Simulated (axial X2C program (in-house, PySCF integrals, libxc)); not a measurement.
**Run report: TeFe⁺, relativistic diatomic calculation**

- system: TeFe⁺, single determinant with Ω = 1/2 (not the lowest found). The distance is the PBE0 minimum at charge 1.
- method: expectation values, HF and Kohn-Sham, two-component X2C with atomic mean-field Coulomb and Gaunt terms, Te dyall-cv3z, Fe dyall-cv3z (cores contracted) (axial X2C program (in-house, PySCF integrals, libxc))

## Summary

```tsv
quantity	value
outcome	converged; the levels of theory disagree widely
hardware	1 thread of Arm Neoverse N1, 16 GiB of memory available, shared host
wall time	11 s
peak memory	0.51 GiB
```

## Input file
```
{"zs": [52, 26], "q": 1, "bas": ["dyall-cv3z", "dyall-cv3z"], "r0": 2.37, "levels": ["PBE0", "HF", "B3LYP", "PBE", "r2SCAN"], "nst": 3}
```

The line is the task of a batch: nuclear charges, charge, bases, the levels to run, a first guess of the distance and further settings. This report covers the levels named above. The log is that of the reference distance.

Launched within a batch (the task file carries these settings):
```bash
python <driver script> task.json out
```

## The program's output
```
two-component X2C + atomic mean field  PBE0
basis functions 232  fitting functions 1228  grid points 5800
iter        total energy     max residual
   1      -8062.338600016     1.98e+00
   2      -8062.482793792     7.81e-03
   3      -8062.482794777     2.40e-03
   4      -8062.482833531     1.27e-03
   5      -8062.482842353     7.75e-04
   6      -8062.482843934     9.88e-05
   7      -8062.482844051     7.69e-05
   8      -8062.482844129     2.92e-05
   9      -8062.482844138     5.86e-06
converged
one-electron -11649.57023110  Coulomb 3525.27643163  exact exchange -57.34517822  xc functional -175.67812269  nuclear repulsion 299.22525686  atomic mean-field constant -4.39100063
```

## Expectation values by level of theory

| quantity | PBE0 | HF | B3LYP | PBE | r2SCAN |
| --- | --- | --- | --- | --- | --- |
| effective field for an electron dipole moment (GV/cm) | −1.02 | −1.73 | −1.05 | −1.30 | −0.952 |
| field gradient at the first nucleus (a.u.) | 0.132 | 1.75 | −0.282 | −1.85 | −0.576 |
| field gradient at the second nucleus (a.u.) | −2.68 | −2.83 | −2.67 | −2.66 | −2.74 |
| A∥/gI, first nucleus (MHz) | −1820 | −1400 | −1930 | −2100 | −2050 |
| A∥/gI, second nucleus (MHz) | 582 | 855 | 418 | 343 | 806 |

Each column comes from one determinant with 3 or more unpaired spinors, which can mix states, in a basis with contracted cores. The levels disagree widely: A∥/gI at the second nucleus runs from 343 to 855 MHz and the field gradient at the first nucleus runs from −1.85 to 1.75 a.u. They may not all have settled in the same state, and these values aren't reliable properties of the molecule.

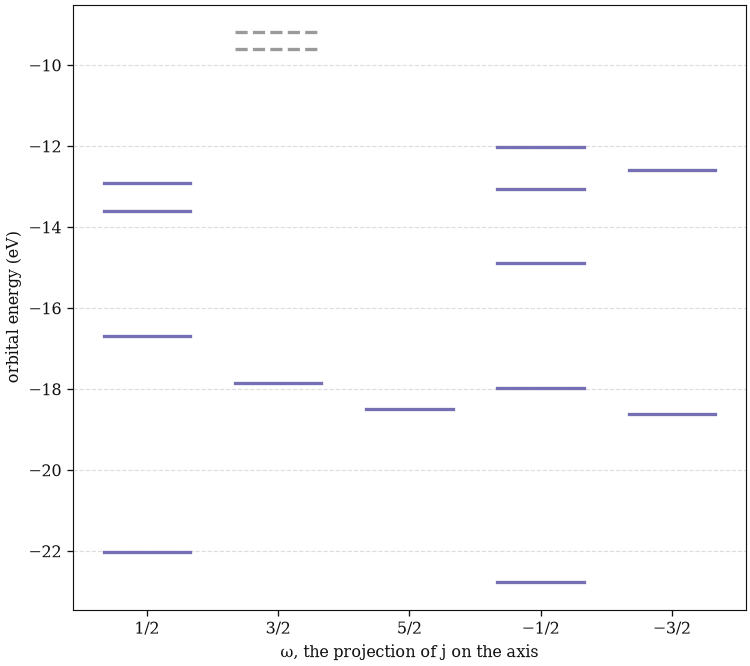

Fig. 1: Orbital energies (PBE0) near the frontier at 2.39 Å, filled (solid) and empty (dashed). The highest filled spinor (−1/2; 84 % Te p, 8 % Fe p) lies at −12.02 eV, the lowest empty one (3/2; 83 % Te p, 13 % Fe p) at −9.59 eV.
